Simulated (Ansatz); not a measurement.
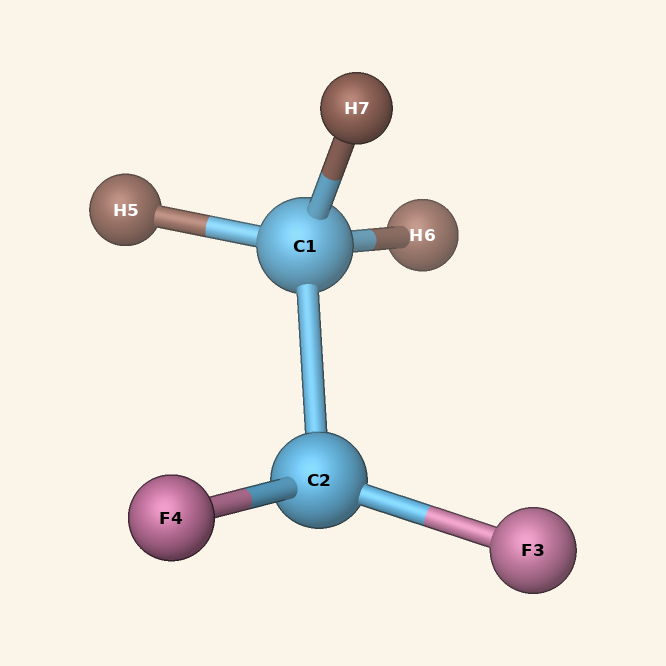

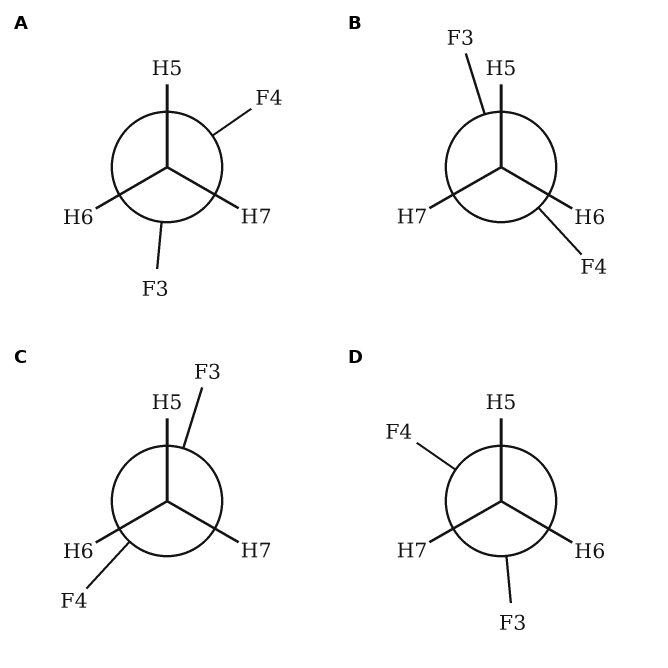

Atoms fade into the background with distance from the viewer. Bonds that would overlap in a projection are set slightly apart. The species is neutral and a spin doublet. The geometry was computed by an optimisation with PBE-D4/def2-SVP. No frequency run is at hand to confirm it as a minimum.

### Which Newman projection shows the view along C1–C2, with C1 in front?

D. The torsion angle H5–C1–C2–F3 is 175°, antiperiplanar (anti).
